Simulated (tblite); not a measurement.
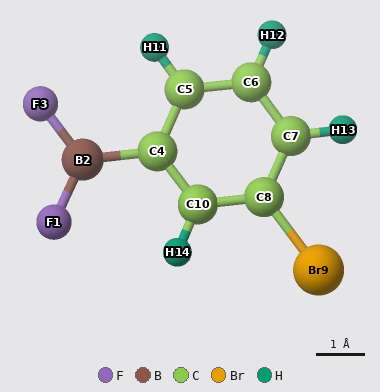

C₆H₄BBrF₂, before the relaxation. A ball-and-stick model, seen face on.

The calculation used GFN2-xTB geometry optimisation, gas phase in tblite.

```xyz
14

F     3.1131    1.1781   -0.6980
B     2.4298   -0.0056   -0.2352
F     3.2292   -1.1821    0.1061
C     0.8697   -0.0269   -0.0798
C     0.2215   -1.1946    0.3946
C    -1.1739   -1.2131    0.5211
C    -1.9204   -0.0758    0.2007
C    -1.2768    1.0832   -0.2485
Br   -2.3077    2.6237   -0.6876
C     0.1056    1.1010   -0.3864
H     0.7853   -2.0835    0.6382
H    -1.6683   -2.1105    0.8791
H    -3.0031   -0.0992    0.3224
H     0.5954    2.0047   -0.7487
```

What does the optimiser find from here?

After 13 geometry steps the energy has fallen by 15.0 kcal/mol. The atom that moves furthest after the best rigid fit is F3 (0.15 Å). By element the largest moves are F 0.15 Å, H 0.03 Å, Br 0.03 Å, C 0.03 Å, B 0.01 Å. Near-neighbour distances that change, for instance: B2–F3 1.463 → 1.319 Å, F1–B2 1.443 → 1.318 Å, C5–C6 1.401 → 1.383 Å, C4–C5 1.417 → 1.399 Å. Bond angles that change, for instance: F1–B2–F3 118.4° → 114.3°, F1–B2–C4 120.9° → 123.0°, C4–C5–H11 121.0° → 118.9°.

Step by step:

| step | E − E(0), kcal/mol |
| --- | --- |
| 0 | 0.00 |
| 1 | -9.14 |
| 2 | -11.45 |
| 3 | -14.05 |
| 4 | -14.58 |
| 5 | -14.96 |
| 6 | -14.98 |
| 7 | -15.00 |
| 8 | -15.01 |
| 9 | -15.01 |
| 10 | -15.02 |
| 11 | -15.02 |
| 12 | -15.02 |
| 13 | -15.02 |

The structure at the end:

```xyz
14

F     3.0845    1.0481   -0.6530
B     2.4224   -0.0086   -0.2265
F     3.1840   -1.0460    0.0605
C     0.8731   -0.0345   -0.0727
C     0.2124   -1.1808    0.3831
C    -1.1635   -1.2019    0.5206
C    -1.9139   -0.0809    0.2077
C    -1.2644    1.0567   -0.2452
Br   -2.2892    2.6016   -0.6797
C     0.1090    1.0934   -0.3883
H     0.7949   -2.0555    0.6282
H    -1.6601   -2.0931    0.8727
H    -2.9883   -0.0871    0.3128
H     0.5985    1.9880   -0.7422
```

The end point in the same view:

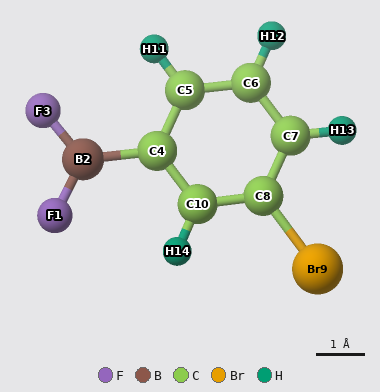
